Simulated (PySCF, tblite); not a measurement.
# C2H3F2S radical: geometry, infrared bands and EPR parameters

What infrared bands and EPR parameters should C2H3F2S radical (`CS[C](F)F`) show?

Computed with tblite 0.8.0 and PySCF 2.14.0, with density-fitted response routines of our own, on a single molecule in the gas phase. Atoms count from 0, in the outputs and in this text.

### Step 1. The molecule as given

8 atoms, charge 0, multiplicity 2; geometry from: force field or distance geometry start.

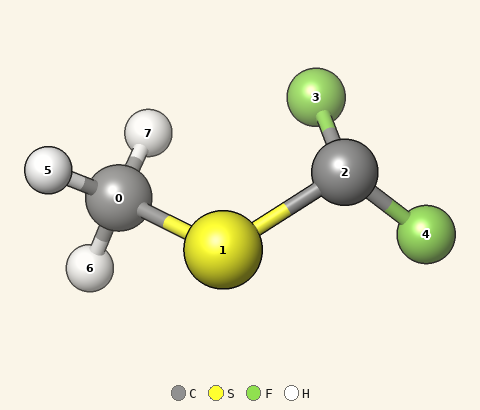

The starting geometry (carbon grey, sulfur yellow, fluorine green, hydrogen white), atoms numbered; sticks join atoms by distance.

### Step 2. Relaxing the molecule with GFN2-xTB

The job: settings as JSON, then the geometry in Å.

```
{"job": {"kind": "relax", "xc": "GFN2-xTB", "basis": "xTB"}, "charge": 0, "multiplicity": 2}
C     -1.184000     0.127600    -0.035000
S      0.042000    -0.811900     0.871600
C      1.664400    -0.109900     0.468500
F      1.412500     0.939200    -0.428000
F      2.471600    -0.999000    -0.184100
H     -1.930600     0.569400     0.650900
H     -1.737000    -0.610600    -0.676400
H     -0.729900     0.904700    -0.692200
```

Command:

```bash
OMP_NUM_THREADS=1 python probes_run.py task.json out
```

The driver reads the jobs from task.json and runs them one after another.

**Question.** This job is followed by: GFN2-xTB harmonic vibrations, gas phase; UKS B3LYP, pcH-1 on C F H S, non-relativistic, mean-field spin-orbit, GIAO. What will the session give for the following? strongest single infrared mode (GFN2-xTB); zero-point energy (GFN2-xTB); g(iso) (B3LYP); ⟨S²⟩; largest a(iso) (averaged by class); surface potential, least and greatest.

**Answer**, as computed:

| quantity | value |
| --- | --- |
| strongest single infrared mode (GFN2-xTB) | 1148 cm⁻¹, 286 km/mol |
| zero-point energy (GFN2-xTB) | 29.2 kcal/mol |
| g(iso) (B3LYP) | 2.00450 |
| ⟨S²⟩ | 0.754 (exact 0.75) |
| largest a(iso) (averaged by class) | 13C on C2, 463.3 MHz |
| surface potential, least and greatest | -0.64 V and 1.29 V |

Over 69 steps the energy fell by 0.435 eV; of the close pairs, S1–C2 changed most, 1.813 to 1.738 Å. All 18 modes are real, so the xTB geometry is a minimum. The strongest single mode, at 1148 cm⁻¹, moves mainly C2. GFN2-xTB is a fitted tight-binding method: band positions and strengths are rough. Its intensities can rank the bands wrongly. C2 carries the largest spin population, 0.74 e. The isotropic g lies 2.2 ppt above the free-electron value.
